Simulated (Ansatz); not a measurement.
System: C₂HCl₃Hf, SMILES C#[C][Hf]([Cl])([Cl])[Cl], singlet.

Kohn-Sham orbital energies near the frontier, r2SCAN/def2-TZVPP, the Ansatz code, at a PBE0-D4/def2-TZVP geometry (a minimum by its frequencies), isolated molecule; empty levels in grey, levels within 0.03 eV side by side.

Q: Where do the frontier orbitals lie?

A: HOMO at −7.84 eV, LUMO at −3.02 eV, 4.81 eV apart.

Q: Is the HOMO or the LUMO degenerate, or nearly so?

A: The HOMO is one of 2 levels that coincide within 0.005 eV and the LUMO is one of 2 levels that coincide within 0.005 eV.

Q: List the levels.

A:
```
orbital  energy (eV)
 LUMO+5        −0.08
 LUMO+4        −1.47
 LUMO+3        −1.97
 LUMO+2        −1.98
 LUMO+1        −3.02
   LUMO        −3.02
   HOMO        −7.84
 HOMO−1        −7.84
 HOMO−2        −8.54
 HOMO−3        −8.84
 HOMO−4        −8.84
 HOMO−5        −9.03
 HOMO−6        −9.33
 HOMO−7        −9.33
 HOMO−8        −9.86
 HOMO−9        −9.86
```

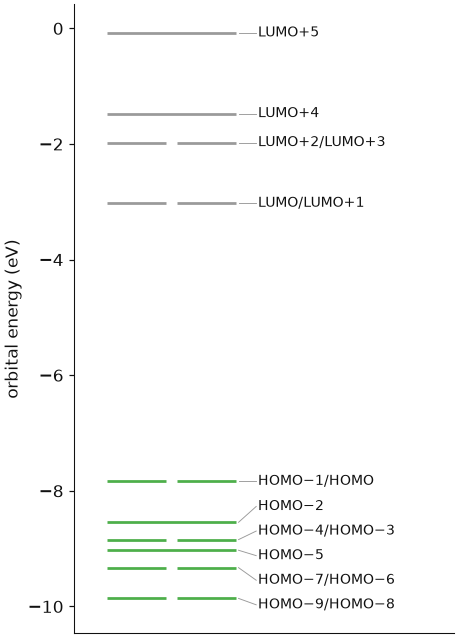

Known limits of this run: core potentials past krypton; spin-orbit coupling is left out, and with Hf it can shift these levels and split any degenerate set.
